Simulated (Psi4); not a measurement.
# CHClFNSi (SMILES FC1=N[SiH]1Cl) at MP3/6-31G(d) (spherical functions)

What is the vertical singlet–triplet gap of CHClFNSi at MP3/6-31G* (spherical functions)? 

The results are computed with Psi4 1.11.

1 further run of the same task is left out (it didn't finish).

## (1) The system as given

CHClFNSi: 6 atoms, total charge 0, spin state singlet. SMILES: `FC1=N[SiH]1Cl`. Geometry: relaxed at PBE0-D4/def2-TZVP.

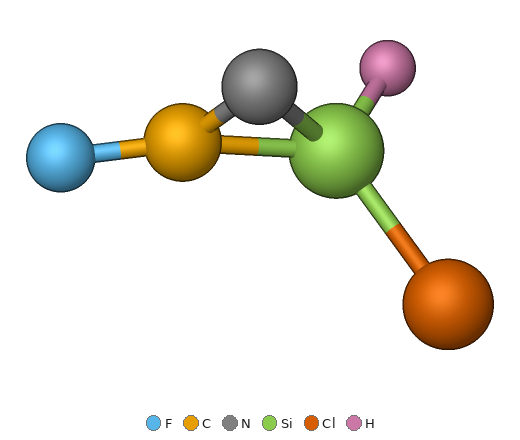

Viewed from a chosen angle; fluorine blue, carbon amber, nitrogen grey, silicon green, chlorine orange, hydrogen pink.

## (2) A single-point energy at MP3/6-31G(d) (spherical functions)

chclfnsi.xyz reads:

```xyz
6
CHClFNSi
F      0.158300    -2.281300    -0.638700
C      0.216600    -1.043700    -0.212100
N      1.240300    -0.391700     0.161000
Si    -0.233900     0.593200     0.234800
Cl    -0.525700     2.070200    -1.116500
H     -0.813600     0.989400     1.525400
```

run.py reads:

```python
import numpy as np
from ase.calculators.psi4 import Psi4
from ase.io import read

a = read('chclfnsi.xyz')
calc = Psi4(atoms=a, method='mp3', basis='6-31G*', memory='2200MB', num_threads=1, charge=0, multiplicity=1, label='psi4-calc')
calc.psi4.set_options({'puream': True, 'e_convergence': 1e-09, 'd_convergence': 1e-08, 'scf_type': 'pk', 'num_frozen_docc': 13, 'mp_type': 'conv'})
a.calc = calc

print(f'energy: {a.get_potential_energy():.6f} eV')
```

Run with:

```console
python run.py
```

psi4-calc.dat:

```text
[...]
  Running in c1 symmetry.
[...]
  Nuclear repulsion =  257.916144657430209
[...]
  Multiplicity = 1
[...]
  Nalpha       = 27
  Nbeta        = 27
[...]
    Number of basis functions: 80
[...]
   @RHF iter   1:  -940.61859345681034   -3.18800e-01   5.58796e-03 DIIS/ADIIS
[...]
   @RHF iter  13:  -940.71859444851225   -4.77485e-12   6.59495e-09 DIIS
[...]
    Orbital Energies [Eh]
    ---------------------
    Doubly Occupied:
       1A   -104.841764     2A    -68.863476     3A    -26.342296
       4A    -15.592030     5A    -11.380570     6A    -10.583987
       7A     -8.052086     8A     -8.049456     9A     -8.049315
      10A     -6.219366    11A     -4.326253    12A     -4.325553
      13A     -4.324547    14A     -1.664641    15A     -1.274085
      16A     -1.134078    17A     -0.848779    18A     -0.774956
      19A     -0.721717    20A     -0.692058    21A     -0.652888
      22A     -0.579080    23A     -0.556173    24A     -0.512676
      25A     -0.488604    26A     -0.467089    27A     -0.400911
[...]
  @RHF Final Energy:  -940.71859444851225
   => Energetics <=
    Nuclear Repulsion Energy =            257.9161446574302090
    One-Electron Energy =               -1813.8326090010095868
    Two-Electron Energy =                 615.1978698950670150
    Total Energy =                       -940.7185944485122491
[...]
 Multipole Moments:
 ------------------------------------------------------------------------------------
     Multipole            Electronic (a.u.)      Nuclear  (a.u.)        Total (a.u.)
 ------------------------------------------------------------------------------------
 L = 1.  Multiply by 2.5417464519 to convert [e a0] to [Debye]
 Dipole X            :         -0.4066496           -0.4624778           -0.8691275
 Dipole Y            :         -1.0225675            1.4357175            0.4131500
 Dipole Z            :         -2.2196671            2.7001277            0.4804606
 Magnitude           :                                                    1.0756011
[...]
	SCS-MP2 Total Energy (a.u.)        :  -941.34856964821756
	SOS-MP2 Total Energy (a.u.)        :  -941.33688601493748
[...]
	SOS-PI-MP2 Total Energy (a.u.)     :  -941.38444690466247
[...]
	MP2 Total Energy (a.u.)            :  -941.37193691477819
[...]
	SCS-MP3 Total Energy (a.u.)        :  -941.35255474063160
[...]
	MP3 Total Energy (a.u.)            :  -941.38787728443424
[...]
```

Standard output:

```text
energy: -25616.468927 eV
```

Wall time 5.4 s (1 thread of Intel Xeon 6975P-C (Granite Rapids), shared host); peak memory 0.43 GiB.

## (3) The triplet, same level

job.json reads:

```json
{
  "schema_name": "qcschema_input",
  "schema_version": 1,
  "molecule": {
    "schema_name": "qcschema_molecule",
    "schema_version": 2,
    "symbols": ["F", "C", "N", "Si", "Cl", "H"],
    "geometry": [0.29914365, -4.31103221, -1.20696808, 0.40931468, -1.97230716, -0.40081091, 2.34382731, -0.74020572, 0.30424591, -0.44200694, 1.12098554, 0.44370769, -0.99342902, 3.91211102, -2.10987922, -1.53748117, 1.86969503, 2.88258823],
    "molecular_charge": 0,
    "molecular_multiplicity": 3,
    "fix_symmetry": "c1",
    "fix_com": true,
    "fix_orientation": true
  },
  "driver": "energy",
  "model": {
    "method": "mp3",
    "basis": "6-31G*"
  },
  "keywords": {
    "reference": "uhf",
    "puream": true,
    "e_convergence": 1e-09,
    "d_convergence": 1e-08,
    "scf_type": "pk",
    "num_frozen_docc": 13,
    "maxiter": 100,
    "mp_type": "conv"
  }
}
```

Run with:

```console
psi4 --qcschema job.json -n 1 --memory 2200MB
```

stdout:

```text
[...]
  Running in c1 symmetry.
[...]
  Nuclear repulsion =  257.916144839213416
[...]
  Multiplicity = 3
[...]
  Nalpha       = 28
  Nbeta        = 26
[...]
    Number of basis functions: 80
[...]
   @UHF iter   1:  -940.45360670542539   -1.53813e-01   5.40047e-03 DIIS/ADIIS
[...]
   @UHF iter  23:  -940.57640605490190   -6.48015e-12   6.94642e-09 DIIS
[...]
   @S^2 Observed:                2.039824202E+00
[...]
    Orbital Energies [Eh]
    ---------------------
    Alpha Occupied:
       1A   -104.845676     2A    -68.883473     3A    -26.312310
       4A    -15.607114     5A    -11.319685     6A    -10.587879
       7A     -8.055704     8A     -8.053711     9A     -8.053060
      10A     -6.236387    11A     -4.345326    12A     -4.342132
      13A     -4.340495    14A     -1.638093    15A     -1.300738
      16A     -1.138286    17A     -0.849977    18A     -0.787734
      19A     -0.727229    20A     -0.698570    21A     -0.679454
      22A     -0.607779    23A     -0.565863    24A     -0.539574
      25A     -0.522936    26A     -0.493978    27A     -0.451433
      28A     -0.253050
    Alpha Virtual:
[...]
  @UHF Final Energy:  -940.57640605490190
   => Energetics <=
    Nuclear Repulsion Energy =            257.9161448392134162
    One-Electron Energy =               -1813.8983825432915182
    Two-Electron Energy =                 615.4058316491763208
    Total Energy =                       -940.5764060549018950
  UHF NO Occupations:
  HONO-2 :   26  A 1.9908991
  HONO-1 :   27  A 1.0000000
[...]
 Multipole Moments:
 ------------------------------------------------------------------------------------
     Multipole            Electronic (a.u.)      Nuclear  (a.u.)        Total (a.u.)
 ------------------------------------------------------------------------------------
 L = 1.  Multiply by 2.5417464519 to convert [e a0] to [Debye]
 Dipole X            :          2.4126100           -3.0588996           -0.6462896
 Dipole Y            :        -27.5601100           28.2548070            0.6946970
 Dipole Z            :         38.4794326          -37.9113077            0.5681249
 Magnitude           :                                                    1.1059205
[...]
	SCS-MP2 Total Energy (a.u.)        :  -941.16834803717609
	SOS-MP2 Total Energy (a.u.)        :  -941.15607278896596
[...]
	SOS-PI-MP2 Total Energy (a.u.)     :  -941.20066253774019
[...]
	MP2 Total Energy (a.u.)            :  -941.19289853359635
[...]
	SCS-MP3 Total Energy (a.u.)        :  -941.17466513791260
[...]
	MP3 Total Energy (a.u.)            :  -941.21816693654262
[...]
```

The result, in JSON:

```text
{
 "driver": "energy",
 "model": {
  "method": "mp3",
  "basis": "6-31G*"
 },
 "success": true,
 "return_result": -941.2181669365426,
 "properties": {
  "calcinfo_nbasis": 80,
  "calcinfo_nmo": 80,
  "calcinfo_nalpha": 28,
  "calcinfo_nbeta": 26,
  "calcinfo_natom": 6,
  "nuclear_repulsion_energy": 257.9161448392134,
  "return_energy": -941.2181669365426,
  "scf_one_electron_energy": -1813.8983825432915,
  "scf_two_electron_energy": 615.4058316491763,
  "scf_dipole_moment": [-0.6462895933658879, 0.694697033602953, 0.5681249059785429],
  "scf_total_energy": -940.5764060549019,
  "scf_iterations": 23,
  "mp2_same_spin_correlation_energy": -0.17059499095281488,
  "mp2_opposite_spin_correlation_energy": -0.4458974877416025,
  "mp2_singles_energy": 0.0,
  "mp2_doubles_energy": -0.6164924786944174,
  "mp2_correlation_energy": -0.6164924786944539,
  "mp2_total_energy": -941.1928985335963
 }
}
```

It took 7.8 s on 1 thread of Intel Xeon 6975P-C (Granite Rapids), shared host; peak memory 0.43 GiB.

## (4) Outcome

At MP3/6-31G* (spherical functions), 13 core orbitals frozen:

```
                                                           quantity          value
                                              singlet: total energy  -941.38788 Eh
                       singlet: HOMO energy (Hartree–Fock orbitals)      -10.91 eV
                       singlet: LUMO energy (Hartree–Fock orbitals)        2.59 eV
                     singlet: HOMO–LUMO gap (Hartree–Fock orbitals)       13.50 eV
              singlet: correlation energy (13 core orbitals frozen)     -669.3 mEh
                                              triplet: total energy  -941.21817 Eh
triplet: HOMO energy (Hartree–Fock orbitals) (highest over α and β)       -6.89 eV
 triplet: LUMO energy (Hartree–Fock orbitals) (lowest over α and β)       -0.08 eV
              triplet: correlation energy (13 core orbitals frozen)     -641.8 mEh
                         triplet: ⟨S²⟩ of the reference determinant          2.040
                   vertical energy of the triplet above the singlet       4.618 eV
```

In words: At this shape the triplet lies 4.62 eV (446 kJ/mol) above the singlet.
